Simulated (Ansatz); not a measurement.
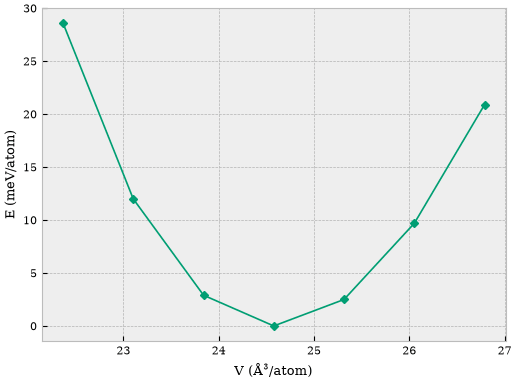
Li₃LaBi₂ in space group P-3m1 (No. 164; Li on 2d, Li on 1b, La on 1a, Bi on 2d) under volume change, the program Ansatz at the r²SCAN level (PAW), shape and atoms relaxed at each volume.

What does a third-order Birch–Murnaghan fit give for V₀, B₀ and B′?

V₀ = 24.58 Å³/atom, B₀ = 39.1 GPa, B′ = 4.1.

The first step of the workflow began from a Materials Project structure, measured or hypothetical; the Crystallography Open Database files this formula in space group No. 164, but the cells were not matched. Whether it is the stable phase at ambient conditions was not checked. Symmetry was held in the r²SCAN relaxation; its stability against distortions is not shown here. Scalar-relativistic: spin–orbit coupling is off unless named, which matters more the heavier the elements.

Potentials: the later of the program's two PAW sets.
